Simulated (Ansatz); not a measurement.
# Co2P2Ru, from a guessed structure to a relaxed one

Starting from a made-up structure for Co2P2Ru, the aim is the relaxed cell, its shortest contacts and, where a second run follows, its electronic structure.

Method: DFT, PBE, plane-wave PAW, files of the set soft_1, scalar-relativistic, ferromagnetic start, cell and ions relaxed at zero pressure; PAW set soft_1, in Ansatz 0.2.0.

## 1. The starting structure

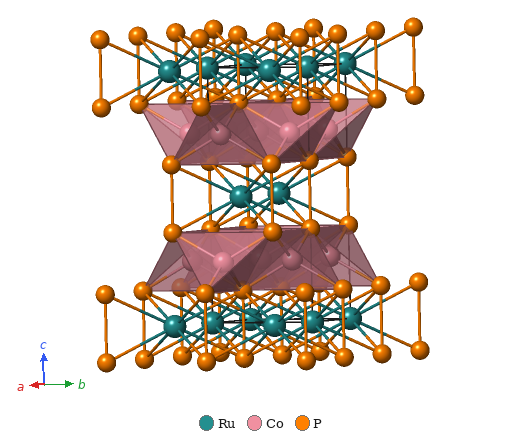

The starting structure, seen slightly off an axis (ruthenium teal, cobalt pink, phosphorus orange). 2×1×1 cells are drawn. This picture shows the conventional cell, with its axes. Some periodic images of atoms are drawn too.

## 2. Relaxing cell and atoms

The guess takes its coordinates from another compound and its volume from a rule, so the cell and any free coordinates are relaxed together.

Contents of input.yaml:

```yaml
crystal:
  lattice:
    - [-1.7965, 1.7965, 4.29]
    - [1.7965, -1.7965, 4.29]
    - [1.7965, 1.7965, -4.29]
  atoms:
    - { symbol: Ru, position: [0.0, 0.0, 0.0], spin: 1.0 }
    - { symbol: Co, position: [0.25, 0.75, 0.5], spin: 2.0 }
    - { symbol: Co, position: [0.75, 0.25, 0.5], spin: 2.0 }
    - { symbol: P, position: [0.3663, 0.3663, 0.0] }
    - { symbol: P, position: [0.6337, 0.6337, 0.0] }
magnetization:
  spin_polarized: true
kpoints:
  mp_grid: { grid: [10, 10, 10] }
scf:
  occupations: { method: fermi_dirac, width: 0.05 }
hamiltonian:
  xc: pbe
  pseudopotentials: { kind: paw, azcp: { folder: soft_1 } }
relax:
  f_tol: 0.015
  max_steps: 70
  cell: {}
output:
  forces: true
  stress: true
```

Command:

```
$ ansatz run input.yaml --threads 4 --pin off --max-ram 8192MiB --backend cpu --events-out ev --progress --plain --runs-dir out
```

Numbers of over 12 decimals in the logs are rounded to 6 here.

The program printed:

```text
Engine: ansatz 0.2.0, aarch64-unknown-linux-gnu
Pseudopotentials: kind: paw
Pseudopotential: Ru, paw, valence charge 16, recommended cutoff 420 eV (normal), soft_1/Ru.paw.azcp
Pseudopotential: Co, paw, valence charge 17, recommended cutoff 420 eV (normal), soft_1/Co.paw.azcp
Pseudopotential: P, paw, valence charge 5, recommended cutoff 420 eV (normal), soft_1/P.paw.azcp
Functional definition: PBE
  parameter kappa = 0.804
  parameter beta = 0.066725
  exchange = pbe_x(kappa = kappa, mu = beta*pi^2/3)
  correlation = pbe_c(beta = beta)
Crystal: 5 atoms, lattice volume = 55.382 Å³
Basis set: ecut = 420 eV, 1075 PW (Γ), exchange–correlation on 72×72×72 points (8 copies of the dense FFT grid, shifted against one another)
Bands: 39, of which v1, the nominal top of the filled ones, is band 30 counted from 1 (29 counted from 0)
Symmetry: 16 space group operations
Space group: I4/mmm (ITA 139), of the structure as read, at distance tolerance 3.8e-5 Å
Magnetic group: BNS 139.531 (UNI 1191), of the structure as read, at distance tolerance 3.8e-5 Å
k-points: 102 of 1000
Non-local potential: Ru, projectors of the file, l = 0: 3, l = 1: 2, l = 2: 2, l = 3: 1
Non-local potential: Co, projectors of the file, l = 0: 3, l = 1: 2, l = 2: 3, l = 3: 1
Non-local potential: P, projectors of the file, l = 0: 2, l = 1: 2, l = 2: 1
PAW form: soft (Blöchl's): semilocal exchange-correlation on the pseudo side does not see the compensation charge
PAW one-centre angular grid: Ru, 590 points (default); XC on 64 Gauss nodes
PAW one-centre angular grid: Co, 590 points (default); XC on 64 Gauss nodes
PAW one-centre angular grid: P, 110 points (default); XC on 64 Gauss nodes
Initial density: superposition of atomic densities (chi_scale 0.1, normalization cell)
Starting moments: Σ|m| = 5 μB on 3 of 5 sites
Initial wavefunctions: pseudopotential atomic-orbital guess
Functional: x = pbe(κ = 0.804, μ = 0.219515), c = pbe(β = 0.066725)
SCF iter   1: F=—  HF=-17637.283634 eV  |F-HF|=—  |Δ(HF+E_count)|=         —  Δρ=8.45e-2 (↑8.45e-2 ↓4.50e-2)  dr2=5.40e0  dr2_m=1.06e0  M=3.142 μB ∫|m|=3.590 μB  β_m=0.30  ethr=3.10e-3  ⟨swp⟩=7.1  Hψ=33985  notcnv=0  defer=3
Mixer restart at iter 1: flushing history
preconditioner: auto → Kerker (q_TF=auto, 2.765 Å⁻¹)  [metal: Δε(μ)=0.004 eV  Ē_g=8.738 eV  σ=0.050 eV  W_gap=0.02  n_scr=14 (ndim 8)  ℏωp=29.9 eV  f_vac=0.000  D(μ)=3.91/eV (n_scr^D=36)]
spin=Collinear: Kerker preconditioning applied to the charge; magnetization (m = ρ↑ − ρ↓) channel mixes plain (no charge-response kernel on spin).
SCF iter   2: F=—  HF=-17636.147149 eV  |F-HF|=—  |Δ(HF+E_count)|=    1.14e0  Δρ=6.92e-2 (↑3.75e-2 ↓6.92e-2)  dr2=3.66e0  dr2_m=1.02e0  M=2.853 μB ∫|m|=3.276 μB  β_m=0.43  ethr=3.10e-3  ⟨swp⟩=2.0  Hψ=13663  notcnv=0  defer=404
SCF iter   3: F=—  HF=-17638.931737 eV  |F-HF|=—  |Δ(HF+E_count)|=    2.78e0  Δρ=6.84e-2 (↑2.85e-2 ↓6.84e-2)  dr2=2.78e0  dr2_m=9.96e-1  M=2.471 μB ∫|m|=2.879 μB  β_m=0.26  ethr=3.10e-3  ⟨swp⟩=2.4  Hψ=11177  notcnv=0  defer=404
SCF iter   4: F=—  HF=-17640.786650 eV  |F-HF|=—  |Δ(HF+E_count)|=    1.85e0  Δρ=4.92e-2 (↑3.12e-2 ↓4.92e-2)  dr2=1.30e0  dr2_m=7.28e-1  M=2.083 μB ∫|m|=2.461 μB  β_m=0.38  ethr=3.10e-3  ⟨swp⟩=2.1  Hψ=10774  notcnv=0  defer=419
SCF iter   5: F=—  HF=-17642.369021 eV  |F-HF|=—  |Δ(HF+E_count)|=    1.58e0  Δρ=4.12e-2 (↑4.12e-2 ↓9.53e-3)  dr2=5.19e-1  dr2_m=2.43e-1  M=1.205 μB ∫|m|=1.495 μB  β_m=0.88  ethr=2.17e-3  ⟨swp⟩=3.0  Hψ=13879  notcnv=0  defer=429
SCF iter   6: F=—  HF=-17642.525607 eV  |F-HF|=—  |Δ(HF+E_count)|=   1.57e-1  Δρ=2.11e-2 (↑2.11e-2 ↓8.76e-3)  dr2=3.62e-1  dr2_m=3.57e-2  M=0.334 μB ∫|m|=0.498 μB  β_m=0.94  ethr=8.66e-4  ⟨swp⟩=2.9  Hψ=12259  notcnv=0  defer=474
SCF iter   7: F=—  HF=-17642.505773 eV  |F-HF|=—  |Δ(HF+E_count)|=         —  Δρ=4.67e-3 (↑4.67e-3 ↓4.36e-3)  dr2=8.99e-3  dr2_m=7.73e-3  M=0.040 μB ∫|m|=0.095 μB  β_m=0.94  ethr=6.03e-4  ⟨swp⟩=2.0  Hψ=11392  notcnv=0  defer=474
Mixer restart at iter 7: flushing history
SCF iter   8: F=—  HF=-17642.509797 eV  |F-HF|=—  |Δ(HF+E_count)|=   4.02e-3  Δρ=2.70e-3 (↑2.70e-3 ↓2.04e-3)  dr2=6.61e-3  dr2_m=1.02e-3  M=0.018 μB ∫|m|=0.046 μB  β_m=0.97  ethr=1.50e-5  ⟨swp⟩=2.1  Hψ=13877  notcnv=0  defer=465
SCF iter   9: F=—  HF=-17642.512722 eV  |F-HF|=—  |Δ(HF+E_count)|=   2.93e-3  Δρ=2.23e-3 (↑2.13e-3 ↓2.23e-3)  dr2=5.44e-3  dr2_m=1.66e-4  M=0.008 μB ∫|m|=0.025 μB  β_m=0.79  ethr=1.10e-5  ⟨swp⟩=2.0  Hψ=14759  notcnv=0  defer=500
SCF iter  10: F=—  HF=-17642.511370 eV  |F-HF|=—  |Δ(HF+E_count)|=   1.35e-3  Δρ=9.39e-4 (↑9.39e-4 ↓6.78e-4)  dr2=1.26e-3  dr2_m=5.23e-5  M=0.004 μB ∫|m|=0.015 μB  β_m=0.74  ethr=9.06e-6  ⟨swp⟩=2.0  Hψ=14515  notcnv=0  defer=497
SCF iter  11: F=—  HF=-17642.511187 eV  |F-HF|=—  |Δ(HF+E_count)|=   1.83e-4  Δρ=4.11e-4 (↑1.99e-4 ↓4.11e-4)  dr2=7.64e-5  dr2_m=2.58e-5  M=0.002 μB ∫|m|=0.008 μB  β_m=0.87  ethr=2.10e-6  ⟨swp⟩=2.0  Hψ=9827  notcnv=0  defer=498
SCF iter  12: F=—  HF=-17642.511229 eV  |F-HF|=—  |Δ(HF+E_count)|=   4.13e-5  Δρ=2.36e-4 (↑1.06e-4 ↓2.36e-4)  dr2=4.44e-5  dr2_m=4.54e-6  M=0.001 μB ∫|m|=0.004 μB  β_m=0.91  ethr=1.27e-7  ⟨swp⟩=1.6  Hψ=8794  notcnv=0  defer=498
SCF iter  13: F=—  HF=-17642.511231 eV  |F-HF|=—  |Δ(HF+E_count)|=   2.13e-6  Δρ=6.26e-5 (↑6.26e-5 ↓1.58e-5)  dr2=2.17e-6  dr2_m=7.14e-7  M=0.000 μB ∫|m|=0.001 μB  β_m=0.96  ethr=7.40e-8  ⟨swp⟩=2.1  Hψ=11957  notcnv=0  defer=498
SCF iter  14: F=—  HF=-17642.511231 eV  |F-HF|=—  |Δ(HF+E_count)|=   8.87e-8  Δρ=2.25e-5 (↑2.25e-5 ↓1.64e-5)  dr2=7.97e-7  dr2_m=5.18e-9  M=0.000 μB ∫|m|=0.000 μB  β_m=0.98  ethr=3.61e-9  ⟨swp⟩=1.5  Hψ=8468  notcnv=0  defer=498
SCF iter  15: F=—  HF=-17642.511231 eV  |F-HF|=—  |Δ(HF+E_count)|=   5.63e-8  Δρ=1.81e-6 (↑1.71e-6 ↓1.81e-6)  dr2=6.39e-9  dr2_m=6.52e-10  M=0.000 μB ∫|m|=0.000 μB  β_m=0.99  ethr=1.33e-9  ⟨swp⟩=2.0  Hψ=9164  notcnv=0  defer=498
SCF iter  16: F=—  HF=-17642.511231 eV  |F-HF|=—  |Δ(HF+E_count)|=  8.29e-10  Δρ=9.31e-7 (↑4.17e-7 ↓9.31e-7)  dr2=6.27e-10  dr2_m=7.73e-11  M=0.000 μB ∫|m|=0.000 μB  β_m=0.99  ethr=1.06e-11  ⟨swp⟩=2.0  Hψ=11766  notcnv=0  defer=498
SCF iter  17: F=-17642.511231 eV  HF=-17642.511231 eV  |F-HF|=1.86e-9  |Δ(HF+E_count)|=  9.46e-11  Δρ=7.81e-7 (↑7.81e-7 ↓6.51e-7)  dr2=1.98e-9  dr2_m=4.14e-12  M=-0.000 μB ∫|m|=0.000 μB  ethr=1.05e-12  ⟨swp⟩=1.0  Hψ=17536  notcnv=0
[...]
relax step   6: F+E_penalty+E_count = -17643.49756668 eV  Δ(F+E_penalty+E_count) = -4.267e-5 eV  max|allowed force component| = 1.562e-4 eV/Å  Δτ_max = 0.0004 Å  P = +0.001 GPa  Ω = 59.433 Å³  energy of the carried Pulay correction = -3.177e-3 eV  (12 SCF iters, dr2 threshold 2.88e-8 eV, accepted)
[...]
relax step   7: F+E_penalty+E_count = -17643.50220633 eV  Δ(F+E_penalty+E_count) = -4.640e-3 eV  max|allowed force component| = 5.079e-4 eV/Å  Δτ_max = 0.0000 Å  P = +0.066 GPa  Ω = 59.433 Å³  stress off target by 1.77e-1 GPa  SCF on the basis re-selected at this cell (its energy is not comparable with the rows above)  (13 SCF iters)
[...]
relax step   8: F+E_penalty+E_count = -17643.50222288 eV  Δ(F+E_penalty+E_count) = -1.655e-5 eV  max|allowed force component| = 2.104e-4 eV/Å  Δτ_max = 0.0004 Å  P = -0.000 GPa  Ω = 59.445 Å³  energy of the carried Pulay correction = -8.743e-6 eV  (9 SCF iters, dr2 threshold 7.84e-8 eV, accepted)
iter 1 solved again at ethr=8.40e-7 eV; its pass at ethr=3.10e-3 eV (dr2=5.04e-4 eV) is discarded
SCF iter   1: F=—  HF=-17643.502228 eV  |F-HF|=—  |Δ(HF+E_count)|=         —  Δρ=1.06e-6 (↑1.02e-6 ↓1.06e-6)  dr2=1.65e-9  dr2_m=3.80e-12  M=0.000 μB ∫|m|=0.000 μB  β_m=0.65  ethr=8.40e-7  ⟨swp⟩=3.0  Hψ=54007  notcnv=0
eigensolver tolerance schedule: the retry pair's looser diagonalisation over-reported the residual by 306349.17 of it (diagonalisation noise at an unbounded share of the residual, at the tolerance the schedule requests for it); recorded, not acted on — ethr = c·dr2/N_el stays at c = 1.0e-1
preconditioner: auto → Kerker (q_TF=auto, 2.142 Å⁻¹)  [metal: Δε(μ)=0.009 eV  Ē_g=7.959 eV  σ=0.050 eV  W_gap=0.04  n_scr=10 (ndim 8)  ℏωp=28.9 eV  f_vac=0.000  D(μ)=2.87/eV (n_scr^D=32)]
spin=Collinear: Kerker preconditioning applied to the charge; magnetization (m = ρ↑ − ρ↓) channel mixes plain (no charge-response kernel on spin).
SCF iter   2: F=—  HF=-17643.502228 eV  |F-HF|=—  |Δ(HF+E_count)|=   2.90e-7  Δρ=7.58e-7 (↑7.58e-7 ↓5.92e-7)  dr2=7.39e-10  dr2_m=6.29e-12  M=0.000 μB ∫|m|=0.000 μB  β_m=0.38  ethr=2.74e-12  ⟨swp⟩=3.6  Hψ=21077  notcnv=0
SCF iter   3: F=—  HF=-17643.502228 eV  |F-HF|=—  |Δ(HF+E_count)|=  1.09e-11  Δρ=3.45e-7 (↑3.45e-7 ↓3.05e-7)  dr2=1.51e-10  dr2_m=1.68e-12  M=0.000 μB ∫|m|=0.000 μB  β_m=0.54  ethr=1.23e-12  ⟨swp⟩=2.0  Hψ=10199  notcnv=0
SCF iter   4: F=—  HF=-17643.502228 eV  |F-HF|=—  |Δ(HF+E_count)|=  1.64e-10  Δρ=2.78e-7 (↑2.78e-7 ↓1.51e-7)  dr2=1.00e-10  dr2_m=4.48e-12  M=0.000 μB ∫|m|=0.000 μB  β_m=0.69  ethr=1.00e-12  ⟨swp⟩=1.0  Hψ=7956  notcnv=0
SCF iter   5: F=—  HF=-17643.502228 eV  |F-HF|=—  |Δ(HF+E_count)|=  1.20e-10  Δρ=1.37e-7 (↑1.37e-7 ↓7.66e-8)  dr2=2.97e-11  dr2_m=2.36e-12  M=0.000 μB ∫|m|=0.000 μB  β_m=0.85  ethr=1.00e-12  ⟨swp⟩=2.1  Hψ=9650  notcnv=0
SCF iter   6: F=—  HF=-17643.502228 eV  |F-HF|=—  |Δ(HF+E_count)|=  3.64e-12  Δρ=5.98e-8 (↑5.98e-8 ↓5.71e-8)  dr2=2.93e-12  dr2_m=1.27e-12  M=0.000 μB ∫|m|=0.000 μB  β_m=0.92  ethr=1.00e-12  ⟨swp⟩=1.0  Hψ=7960  notcnv=0
SCF iter   7: F=—  HF=-17643.502228 eV  |F-HF|=—  |Δ(HF+E_count)|=  3.64e-12  Δρ=8.33e-8 (↑2.97e-8 ↓8.33e-8)  dr2=6.82e-12  dr2_m=5.08e-13  M=0.000 μB ∫|m|=0.000 μB  β_m=0.96  ethr=1.00e-12  ⟨swp⟩=1.0  Hψ=7956  notcnv=0
SCF iter   8: F=—  HF=-17643.502228 eV  |F-HF|=—  |Δ(HF+E_count)|=  3.64e-12  Δρ=5.86e-8 (↑5.86e-8 ↓2.33e-8)  dr2=2.48e-12  dr2_m=2.46e-13  M=0.000 μB ∫|m|=0.000 μB  β_m=0.98  ethr=1.00e-12  ⟨swp⟩=1.0  Hψ=7962  notcnv=0
SCF iter   9: F=—  HF=-17643.502228 eV  |F-HF|=—  |Δ(HF+E_count)|=  7.28e-12  Δρ=1.42e-7 (↑1.42e-7 ↓1.29e-7)  dr2=5.16e-11  dr2_m=2.54e-14  M=0.000 μB ∫|m|=0.000 μB  β_m=0.99  ethr=1.00e-12  ⟨swp⟩=2.0  Hψ=20803  notcnv=0
SCF iter  10: F=-17643.502228 eV  HF=-17643.502228 eV  |F-HF|=3.64e-12  |Δ(HF+E_count)|=  3.64e-12  Δρ=1.67e-8 (↑1.67e-8 ↓1.50e-8)  dr2=8.01e-13  dr2_m=7.31e-16  M=0.000 μB ∫|m|=0.000 μB  ethr=1.00e-12  ⟨swp⟩=2.0  Hψ=19563  notcnv=0
the starting moments were not kept: the SCF closed with an absolute magnetisation of 4.0e-7 μB, where they sum to 5 μB in size (3 sites). That is at most 0.1 of that sum. Measured as dr2_m measures the in/out step, that magnetisation stands 1.0e-13 eV from none, at or under the dr2_threshold of 5.0e-11 eV: it is no larger than a step whose dr2_m would equal this threshold.
SCF 9 converged in 10 iterations: F = -17643.502228 eV  dr2 = 8.01e-13
relax step   9: F+E_penalty+E_count = -17643.50222783 eV  Δ(F+E_penalty+E_count) = -4.954e-6 eV  max|allowed force component| = 1.707e-4 eV/Å  Δτ_max = 0.0000 Å  P = -0.001 GPa  Ω = 59.445 Å³  stress off target by 3.65e-3 GPa  SCF on the basis re-selected at this cell (its energy is not comparable with the rows above)  (10 SCF iters)
basis re-selected at this cell: Δ(F+E_penalty+E_count) = -4.954e-6 eV, ΔP = -0.000 GPa vs the last step (what re-selecting the basis moved, of the pressure what is left beyond the Pulay correction that the steps carried, after the strain that the cell walked since its last selection, with what the two solves' SCF thresholds leave and, on support functions, any second-order correction that the steps lacked; it is no m [...]
SCF converged after 10 iterations
Magnetization: 0.0000 μB (30.0000 up, 30.0000 down)
Absolute magnetization: 0.0000 μB (∫|ρ↑−ρ↓|, with the PAW one-centre terms)
Spin contamination: 0.0000 ħ² per cell (⟨S²⟩ above its minimum at these occupations)
Per-site moments (μB) at R_I (Å): [(-9.325191161071414e-8, 1.139867), (1.3195593816943214e-7, 0.897952), (1.3195593823929653e-7, 0.897952), (-4.583314633518697e-9, 0.879790), (-4.583314564557713e-9, 0.879790)]
Free energy (F): -17643.502228 eV
Harris-Foulkes:  -17643.502228 eV  (|F-HF|=3.64e-12)
Internal energy: -17643.476570 eV  (E = F + TS)
E sigma→0 (E₀):  -17643.489399 eV
Entropy (-TS):   -0.025658 eV (-5.132 meV/atom)
Fermi energy:    17.897018 eV
--- Per-component energies (eV) ---
  E_band       = -554.864280
  E_kinetic    = 1203.491020
  E_local      = -8342.847717  (includes V_loc(G=0)·N_el)
  E_nonlocal   = 1359.705000
  E_hartree    = 3621.186639
  E_xc         = -505.436583
  E_vxc        = -581.554986  (∫ρ·V_xc dr)
  E_paw        = -7774.629818  (= ΣΔE_a)
  E_vpaw       = -1436.031503  (= ΣTr[D̂ρ^β])
  E_aug_tail   = 0.000618  (compensation charges beyond the density's cutoff)
  E_ewald      = -7204.945730
  E_smearing   = -0.025658  (= −TS)
  E_closure    = -0.000000  (closes the sum)
  Σ components = -17643.502228   (vs F -17643.502228, Δ=0.00e0)
--- Forces (eV/Å), atoms counted from 1 ---
  atom   1  Ru     0.00000000     0.00000000     0.00000000
  atom   2  Co    -0.00000000    -0.00000000    -0.00000000
  atom   3  Co     0.00000000    -0.00000000     0.00000000
  atom   4  P      0.00000000     0.00000000     0.00017073
  atom   5  P     -0.00000000     0.00000000    -0.00017073
  max |Σ_I F_I| component: 1.50e-28 eV/Å
--- Stress (GPa, compression-positive) ---
       -0.002640       0.000000      -0.000000
        0.000000      -0.002640       0.000000
       -0.000000       0.000000       0.003647
  P = ⅓ Tr σ = -0.0005 GPa (-0.005 kbar)
--- Relaxed structure (7 steps of the walk, 7 accepted, 2 SCFs on fresh bases) ---
  F+E_penalty+E_count = -17643.50222783 eV   max|allowed force component| = 1.707e-4 eV/Å   (the final SCF, on the basis selected at the relaxed cell)
  cell:  # Å, volume = 59.4447 Å³
    - [-1.802591, 1.802591, 4.573611]
    - [1.802591, -1.802591, 4.573611]
    - [1.802591, 1.802591, -4.573611]
  atoms:
    - { symbol: Ru, position: [-3.2349155729171225e-19, -3.23491557291712e-19, 0] }
    - { symbol: Co, position: [0.250000, 0.75, 0.5] }
    - { symbol: Co, position: [0.75, 0.250000, 0.5] }
    - { symbol: P, position: [0.383417, 0.383417, 0] }
    - { symbol: P, position: [0.616583, 0.616583, 0] }
```

It took 92 s on 4 threads of Arm Neoverse V1, shared host; peak memory 0.66 GiB.

The steps of the relaxation:

```csv
step,energy less that of the first step (eV),largest force component (eV/Å),pressure (GPa),volume (Å³)
1,0.0000,4.5741,27.89,55.38
2,-0.8641,1.8198,3.15,59.32
3,-0.9727,0.7024,0.46,59.29
4,-0.9856,0.1083,-0.45,59.59
5,-0.9863,0.0030,-0.05,59.45
6,-0.9863,0.0002,0.00,59.43
7*,-0.9910,0.0005,0.07,59.43
8,-0.9910,0.0002,0.00,59.44
9*,-0.9910,0.0002,0.00,59.44
```

Relaxation steps marked * repeat the geometry before them on a plane-wave basis chosen anew for their cell, so energy and pressure can jump there.

Forces are held to the 16 operations that the run works with; a distortion that breaks them can't arise in this run.

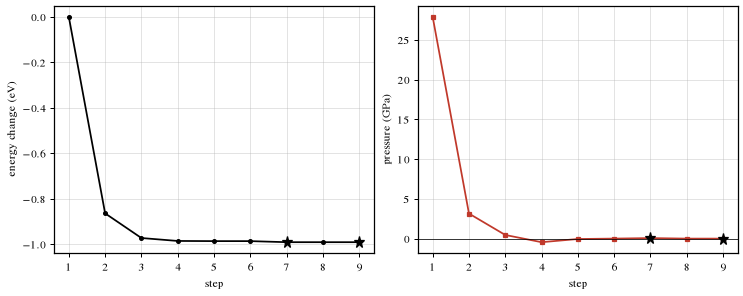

Energy and pressure along the relaxation. Stars mark steps on a basis chosen anew.

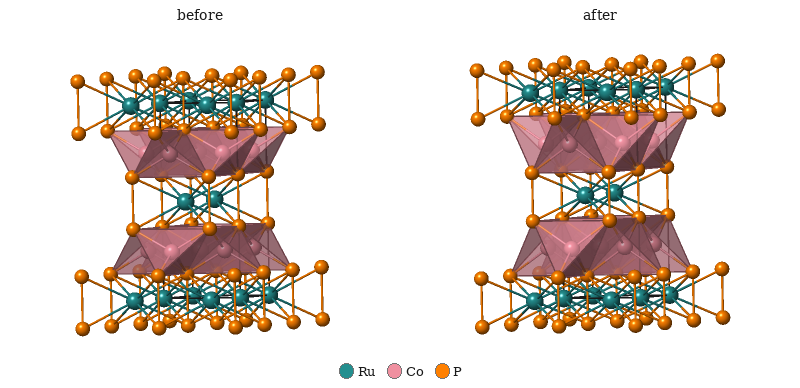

Before and after, at one scale.

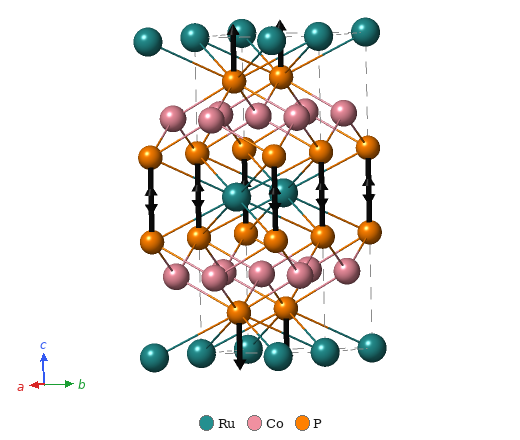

Displacements in the relaxation, exaggerated, measured against the changing cell; the longest in the cell stands for 0.16 Å. 2×1×1 conventional cells are drawn. Some periodic images of atoms are drawn too.

```csv
"conventional cell, symmetrised",before,after,change
a (Å),3.593,3.605,+0.3 %
b (Å),3.593,3.605,+0.3 %
c (Å),8.580,9.147,+6.6 %
volume (Å³/atom),11.08,11.89,+7.3 %
```

The atoms that moved most (Å, as changes of fractional coordinates times the final cell):

```csv
atom,dx,dy,dz,length
P4,0.000,0.000,0.157,0.157
P5,0.000,0.000,-0.157,0.157
```

The relaxed structure:

```cif
data_structure
_symmetry_space_group_name_H-M 'P 1'
_symmetry_Int_Tables_number 1
_cell_length_a 5.2361
_cell_length_b 5.2361
_cell_length_c 5.2361
_cell_angle_alpha 139.726
_cell_angle_beta 139.726
_cell_angle_gamma 58.269
_cell_volume 59.44
loop_
_atom_site_label
_atom_site_type_symbol
_atom_site_fract_x
_atom_site_fract_y
_atom_site_fract_z
_atom_site_occupancy
Ru1 Ru 0.00000 0.00000 0.00000 1
Co2 Co 0.25000 0.75000 0.50000 1
Co3 Co 0.75000 0.25000 0.50000 1
P4 P 0.38342 0.38342 0.00000 1
P5 P 0.61658 0.61658 0.00000 1
```

This step gave:

| Item | Value |
| --- | --- |
| free energy | -17643.5022 eV |
| energy at zero smearing | -17643.4894 eV |
| smearing term TS | 0.02566 eV |
| Fermi energy | 17.90 eV |
| electrons | 60 |
| symmetry operations | 16 |
| pressure | -5.44e-4 GPa |

The shortest distance of each pair, which need not be the same contact before and after:

```csv
pair,guess (Å),relaxed (Å)
P–P,2.294,2.133
Co–P,2.055,2.177
Co–Co,2.541,2.549
P–Ru,2.788,2.763
Co–Ru,2.798,2.912
```

The relaxation ends with a largest force component of 1.7e-4 eV/Å and a pressure of 0.00 GPa. The starting moments have collapsed: the run ends non-magnetic.

## 3. Results

| Property | Result |
| --- | --- |
| space group, relaxed | I4/mmm |
| conventional cell | a = 3.605, b = 3.605, c = 9.147 Å; α = 90.0°, β = 90.0°, γ = 90.0° |
| volume per atom | 11.89 Å³ (guess 11.08) |
| total moment | 0.00 μB in the cell of 5 atoms |

What this shows: Co2P2Ru relaxes to I4/mmm with a = 3.605, b = 3.605 and c = 9.147 Å. The guessed volume was 7 % too small. The space group I4/mmm was held in the relaxation, so the end point is a stationary structure within it and may be a saddle against distortions or other arrangements. The moments died out from this one start and weren't seeded again at the relaxed cell. Mesh and cutoff weren't tested. No dispersion term is used, so weakly bound directions may come out too long. Nothing here tests whether the compound is stable against decomposition.

[Logs are printed without paths, hosts, clocks, repeated set-up lines and the standing remarks that a program may print on its own settings, such as how far it seeks lower states.]

[Hosts, paths, dates, database ids (printed as entryN), source tags and the programs' standing remarks are cut or masked in the printed files.]
